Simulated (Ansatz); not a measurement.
**B2H7N: single point in a Gaussian basis**

Wanted for B2H7N: a single point in a Gaussian basis.

All numbers are computed with the Python package of Ansatz 0.2.0. Level of theory: MP2/pcseg-2.

## 1. The system

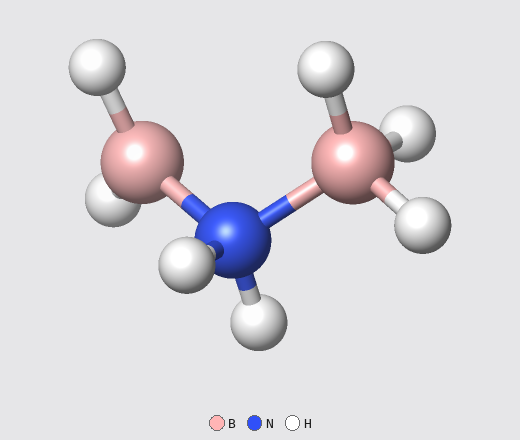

The structure that the script starts from, seen from a chosen angle (boron pink, nitrogen blue, hydrogen white).

The script holds or builds the structure itself.

## 2. The script

energy_b2h7n.py

```python
# -*- coding: utf-8 -*-
"""Single point of B2H7N."""

import argparse

import ansatz as az
import numpy as np

parser = argparse.ArgumentParser(description="Single point of B2H7N.")
parser.add_argument("--basis", required=True, help="basis")
parser.add_argument("--method", required=True, help="wavefunction method")
args = parser.parse_args()

GEOMETRY = """
B     1.33190    0.37620   -0.25340
N     0.08550   -0.49230   -0.39630
B    -1.05740    0.06150    0.47240
H     2.33680   -0.08980    0.15850
H     1.31300    1.50870   -0.59350
H    -0.21050   -0.50080   -1.39840
H     0.30890   -1.46700   -0.09230
H    -2.01820   -0.63440    0.35350
H    -1.34910    1.16640    0.12570
H    -0.74100    0.07160    1.62390
"""

mol = az.Crystal.molecule()
for line in GEOMETRY.strip().splitlines():
    symbol, *xyz = line.split()
    mol = mol.atom(symbol, [float(v) for v in xyz])

model = (
    mol.calculation()
    .basis(gaussian=args.basis)
    .correlation(args.method)
    .forces()
)
rep = model.session().plan(threads=1).execute().report

for key in ("converged", "free_energy_ev", "reference_energy_ev", "n_frozen", "n_occupied", "n_virtual"):
    print(f"{key:22s} {rep[key]}")

print("correlation energy", round(rep["free_energy_ev"] - rep["reference_energy_ev"], 5), "eV")
cluster = rep["correlation"].get("coupled_cluster")
if cluster:
    print("cycles", cluster["cycles"], " T1 diagnostic", round(cluster["t1_diagnostic"], 4), " largest double", round(cluster["largest_double"], 4))

field = rep["mean_field"]
print("<S^2> =", round(abs(field["state"]["spin_squared"]), 4), " relativity:", field["relativity"])
print("passes:", field["passes"])
if "symmetry" in field:
    print("occupied orbitals by irrep:", field["symmetry"]["occupied"])

symbols = [site.symbol for site in mol.cartesian_sites]
forces = np.array(rep["forces_ev_ang"])
print("largest force", round(float(np.linalg.norm(forces, axis=1).max()), 4), "eV/A, rms", round(float(np.sqrt((forces ** 2).mean())), 4))

charges = rep["charge_distribution"]
dipole = np.array(charges["dipole_moment_e_ang"]) * 4.803205
print("dipole (D): {:.3f} {:.3f} {:.3f}, length {:.3f}".format(*dipole, np.linalg.norm(dipole)))
print("atom  Mulliken   Lowdin")
for symbol, m, l in zip(symbols, charges["mulliken_charges_e"], charges["lowdin_charges_e"]):
    print(f"{symbol:4s} {m:9.3f} {l:8.3f}")
```

## 3. Running it

On the command line:

```
> python energy_b2h7n.py --basis pcseg-2 --method mp2
```

Log:

```text
converged              True
free_energy_ev         -2948.7530719329043
reference_energy_ev    -2936.3716530557135
n_frozen               3
n_occupied             [9, 9]
n_virtual              [176, 176]
correlation energy -12.38142 eV
<S^2> = 0.0  relativity: none
passes: {'evaluations': 10, 'products': 28}
occupied orbitals by irrep: [{'A': 12}, {'A': 12}]
largest force 3.2895 eV/A, rms 0.851
dipole (D): 3.812 -1.992 -3.088, length 5.295
atom  Mulliken   Lowdin
B        0.452    0.142
N       -0.407    0.619
B        0.007   -0.366
H       -0.069   -0.032
H       -0.035   -0.022
H        0.188   -0.096
H        0.193   -0.104
H       -0.120   -0.057
H       -0.096   -0.044
H       -0.112   -0.039
```

It took 8.8 s on 1 thread of Arm Neoverse V1, shared host; peak memory 0.57 GiB.

Lines on the test bed's own set-up are left out of the output.

A comment line of the script is reworded here; the code is as run.

## 4. Size and end state of the run

From the engine's report, whether the script printed it or not:

| item | value |
| --- | --- |
| SCF cycles in all | 13 |
| orbitals (without the frozen core) | 185 |
| total energy (eV) | -2948.75307 |

## 5. Again, from the shell

The engine's input of that run, saved to a file, gives the whole log.

input.yaml

```yaml
crystal:
  periodic: [false, false, false]
  atoms:
    - { symbol: B, position_ang: [1.3319, 0.3762, -0.2534] }
    - { symbol: "N", position_ang: [0.0855, -0.4923, -0.3963] }
    - { symbol: B, position_ang: [-1.0574, 0.0615, 0.4724] }
    - { symbol: H, position_ang: [2.3368, -0.0898, 0.1585] }
    - { symbol: H, position_ang: [1.313, 1.5087, -0.5935] }
    - { symbol: H, position_ang: [-0.2105, -0.5008, -1.3984] }
    - { symbol: H, position_ang: [0.3089, -1.467, -0.0923] }
    - { symbol: H, position_ang: [-2.0182, -0.6344, 0.3535] }
    - { symbol: H, position_ang: [-1.3491, 1.1664, 0.1257] }
    - { symbol: H, position_ang: [-0.741, 0.0716, 1.6239] }
basis:
  gaussian: { orbitals: pcseg-2 }
correlation:
  method: mp2
output:
  forces: true
```

On the command line:

```
> ansatz run input.yaml --threads 1 --pin off --max-ram 4096MiB --backend cpu --events-out ev --progress --plain --runs-dir out
```

Log (excerpt; [...] marks lines left out):

```text
Warning: RAYON_NUM_THREADS=1 ignored (pool sized by the plan → 1); use --threads N
[...]
Functional definition: HF
[...]
1072 factors; integrals over basis functions are off by at most 1.1e-3 eV
[...]
mean field -2936.37165306 eV, -107.9096679056 hartree, gradient 1.2e-6 eV, S^2 0.000000; 0 other end points of the search recorded, 0 dependent functions left out
3 core orbitals not correlated: weight in the atoms' cores, before any rotation towards them, 1.000 or more for the frozen orbitals, at most 0.000 for the correlated occupied ones
reference -2936.37165306 eV, -107.9096679056 hartree; 9, 9 occupied and 176, 176 virtual orbitals, 1072 factors
second order -12.38141888 eV of doubles, -0.00000000 eV of singles
[...]
Total energy: -2948.75307193 eV, -108.3646766569 hartree
Atom 0 at     1.331900     0.376200    -0.253400 Å, force    -0.574351    -0.227145    -0.009528 eV/Å
Atom 1 at     0.085500    -0.492300    -0.396300 Å, force     2.591276    -1.139303    -1.675824 eV/Å
Atom 2 at    -1.057400     0.061500     0.472400 Å, force    -1.919131     0.941785     1.288898 eV/Å
Atom 3 at     2.336800    -0.089800     0.158500 Å, force    -0.151513    -0.196937     0.235261 eV/Å
Atom 4 at     1.313000     1.508700    -0.593500 Å, force    -0.304911    -0.155820    -0.140731 eV/Å
Atom 5 at    -0.210500    -0.500800    -1.398400 Å, force     0.174101    -0.109769     1.183875 eV/Å
Atom 6 at     0.308900    -1.467000    -0.092300 Å, force    -0.411162     1.097512    -0.673618 eV/Å
Atom 7 at    -2.018200    -0.634400     0.353500 Å, force    -0.118915    -0.426060    -0.175185 eV/Å
Atom 8 at    -1.349100     1.166400     0.125700 Å, force     0.221739     0.283514    -0.300446 eV/Å
Atom 9 at    -0.741000     0.071600     1.623900 Å, force     0.492869    -0.067777     0.267298 eV/Å
Dipole moment:     0.793628    -0.414731    -0.642861 e Å
```

It took 8.3 s on 1 thread of Arm Neoverse V1, shared host; peak memory 0.5 GiB.

Script and command line differ by 0.000 meV in the energy.

## 6. Results

| quantity | value |
| --- | --- |
| total energy | -2948.7531 eV |
| largest force | 3.290 eV/Å |
| dipole moment | 5.29 D |

**Reading.** Forces reach 3.29 eV/Å, so the atoms aren't at rest. The geometry is a force-field or estimated start, not a minimum of this method, and the basis set is short of its limit. The Löwdin charges here are taken after orthogonalising the functions within each atom; they differ from plain Löwdin charges, and their signs can be unphysical. Inner cores stay frozen, so this is valence correlation.
